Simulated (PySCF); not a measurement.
B(H)2(NHtBu), SMILES BNC(C)(C)C at its GFN2-xTB optimised geometry (Å):

```
18

B      1.4104     1.1777     0.0000
H      0.8126     2.1825     0.0000
H      2.5846     1.1777     0.0000
N      0.7760    -0.0448     0.0025
C     -0.6311    -0.4267     0.0042
C     -0.9094    -1.2477     1.2720
C     -1.5456     0.7949    -0.0214
C     -0.8984    -1.2915    -1.2364
H      1.3504    -0.8775     0.0069
H     -0.6967    -0.6511     2.1561
H     -1.9503    -1.5598     1.3036
H     -0.2826    -2.1375     1.2984
H     -2.5846     0.4746    -0.0299
H     -1.3558     1.3915    -0.9089
H     -1.3774     1.4135     0.8554
H     -1.9393    -1.6031    -1.2667
H     -0.6768    -0.7264    -2.1388
H     -0.2730    -2.1825    -1.2258
```

Method: PySCF 2.14.0 with PBE0/def2-SVP.

Map of the electrostatic potential (hartree/e), clipped to [-0.08, 0.12] on the plane z = 0.8 Å:

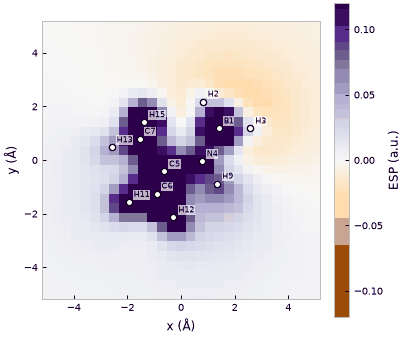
Figure. Electrostatic potential (hartree/e), clipped to [-0.08, 0.12] on the plane z = 0.8 Å.
